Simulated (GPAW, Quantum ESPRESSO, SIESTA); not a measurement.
# How stiff is bcc Mo? Volume scan at PBE

Aim: the equation of state of bcc Mo at PBE, from a volume scan solved by several programs.

Numbers are calculated unless marked as measured.

**What experiment says.**

For Mo, body-centred cubic (bulk Mo, literature value), “Anisotropic Resistivity Size Effect in Epitaxial Mo(001) and Mo(011) Layers” (2023, pmc:10052566) quotes earlier work: lattice constant a (cubic lattice constant, literature experiment) 3.147 Å [literature experimental value used as input for the DFT calculation; temperature not …].

### 1. Set-up

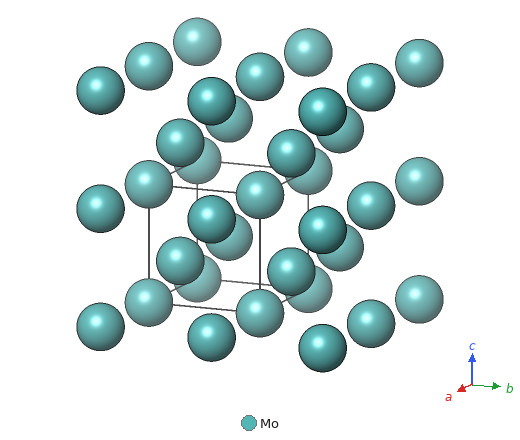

The structure nearest the reference's minimum (molybdenum teal). 2×2×2 conventional cells are drawn. Some periodic images of atoms are drawn too.

The cell holds 1 atom (1 Mo). It starts from typed lattice constants, and its volume is changed by -8 to +8 %. Symmetry fixes shape and atoms, so all levels solve the scaled cells as they are.

### 2. One input

Quantum ESPRESSO 7.5: Kohn-Sham DFT, PBE, GBRV 1.5 ultrasoft pseudopotentials, plane waves. Its pw.in for the cell at +0 %:

```
&control
  calculation = 'scf'
  pseudo_dir = './pseudo'
  outdir = './tmp'
  disk_io = 'none'
  tprnfor = .true.
  tstress = .true.
/
&system
  ibrav = 0
  nat = 1
  ntyp = 1
  ecutwfc = 45
  ecutrho = 270
  occupations = 'smearing'
  smearing = 'fd'
  degauss = 0.007350
/
&electrons
  conv_thr = 1.0e-08
  electron_maxstep = 100
  mixing_beta = 0.3
  mixing_mode = 'plain'
  diagonalization = 'david'
/
ATOMIC_SPECIES
Mo 95.950 Mo.upf
CELL_PARAMETERS angstrom
-1.58000 1.58000 1.58000
1.58000 -1.58000 1.58000
1.58000 1.58000 -1.58000
ATOMIC_POSITIONS crystal
Mo 0.00000 0.00000 0.00000
K_POINTS automatic
14 14 14 0 0 0
```

It took 4.5 s on 2 MPI ranks of Arm Neoverse V2, shared host; peak memory 0.17 GiB.

### 3. The levels

| level | basis or training data | k-meshes | runs finished | CPU time | peak memory (GiB) |
| --- | --- | --- | --- | --- | --- |
| QE, PBE (reference) | plane waves, GBRV 1.5 ultrasoft, 45/270 Ry | 14×14×14 | 9 of 9 | 83 s | 0.17 |
| GPAW plane waves, PBE | plane waves, PAW, 650 eV | 14×14×14 | 9 of 9 | 2.5 min | 0.34 |
| SIESTA DZP, PBE | DZP orbitals, shift 0.01 Ry, mesh 400 Ry | 14×14×14 | 9 of 9 | 4.7 min | 0.37 |

CPU times are sums over a level's finished runs on a shared host, and rough.

### 4. Energy and pressure

Energy over each level's lowest row (meV an atom), then pressure (GPa):

```tsv
volume change (%)	volume (Å³/atom)	E, QE, PBE	E, GPAW plane waves, PBE	E, SIESTA DZP, PBE	P, QE, PBE	P, GPAW plane waves, PBE	P, SIESTA DZP, PBE
-8	14.515	97.62	96.41	90.04	25.53	25.77	25.92
-6	14.831	53.62	52.89	47.17	18.08	18.40	17.91
-4	15.146	23.55	23.20	19.04	11.36	11.74	11.13
-2	15.462	6.06	6.00	3.49	5.33	5.72	4.80
+0	15.777	0.00	0.00	0.00	-0.16	0.29	-0.93
+2	16.093	4.26	4.23	6.84	-5.13	-4.61	-6.00
+4	16.408	17.80	17.65	23.12	-9.50	-9.04	-10.61
+6	16.724	39.62	39.35	48.01	-13.50	-13.02	-14.48
+8	17.040	69.06	68.50	80.31	-17.21	-16.60	-18.24
```

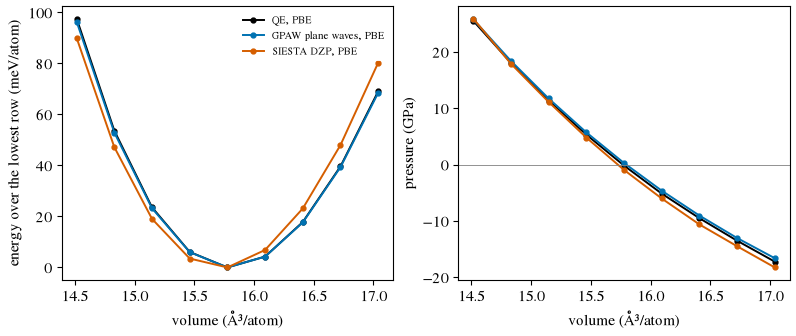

Energy and pressure against volume.

### 5. Fits

Third-order Birch–Murnaghan fits: the energy is a cubic in V^(−2/3), fitted to the energies of the rows that share one k-mesh, or through its derivative to the printed pressures. A tick marks the fit quoted below: that to energies where it misses by under 0.12 meV an atom, else that to pressures.

```
                level           fitted to  V0 (Å³/atom)  a (Å)  B0 (GPa)    B′    r.m.s. miss
              QE, PBE  energies, 9 rows ✓        15.800  3.162     259.0  4.12  0.03 meV/atom
              QE, PBE   pressures, 9 rows        15.768  3.159     259.9  4.13       0.03 GPa
GPAW plane waves, PBE  energies, 9 rows ✓        15.799  3.161     256.4  4.10  0.02 meV/atom
GPAW plane waves, PBE   pressures, 9 rows        15.795  3.161     256.3  4.12       0.01 GPa
      SIESTA DZP, PBE  energies, 9 rows ✓        15.723  3.156     270.1  4.33  0.07 meV/atom
      SIESTA DZP, PBE   pressures, 9 rows        15.724  3.156     271.0  4.43       0.08 GPa
```

### 6. Findings

From its energies, the reference gives V0 = 15.800 Å³ an atom (a = 3.162 Å), B0 = 259 GPa and B′ = 4.1. GPAW plane waves, PBE (energies) lies -0.01 % from it in volume and -1.0 % in bulk modulus. SIESTA DZP, PBE (energies) lies -0.49 % from it in volume and +4.3 % in bulk modulus. Where both fits stand, they agree on V0 within 0.3 %.

Calculation against experiment:

| quantity | measured | QE, PBE | GPAW plane waves, PBE | SIESTA DZP, PBE |
| --- | --- | --- | --- | --- |
| lattice constant a (Å) | 3.147 | 3.162 (+0.5 %) | 3.161 (+0.5 %) | 3.156 (+0.3 %) |

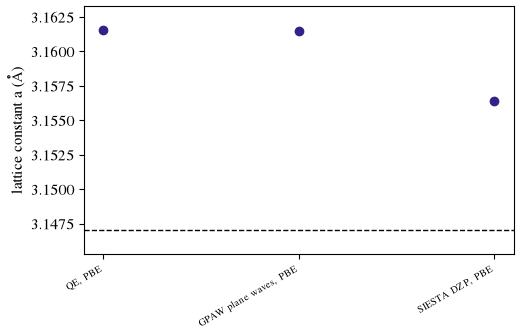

The lattice constant a by level; the dashed line is the measured value.

Measured values from pmc:10052566 (2023).

**Against experiment.** The reference's lattice constant a lies +0.5 % from the measured 3.147 Å, the other levels' +0.3 to +0.5 %. The grades are ours: good and fair within 0.7 and 1.5 % for the lattice constant a. For lattice constants the calculation has a static lattice, without zero-point motion or thermal motion.

Caveats: The nuclei are static, without zero-point or thermal motion. Spin–orbit coupling is left out. SIESTA's automatically made basis is far from complete, and its potentials were converted by us (checked for H, C, O, Si, Ge and Ca alone). The DFT runs use Fermi–Dirac occupations of width 0.1 eV, and energies are free energies.

[Logs are printed without paths, hosts, clocks, repeated set-up lines and the standing remarks that a program may print on its own settings, such as how far it seeks lower states.]

[Hosts, paths, dates, database ids (printed as entryN), source tags and the programs' standing remarks are cut or masked in the printed files.]
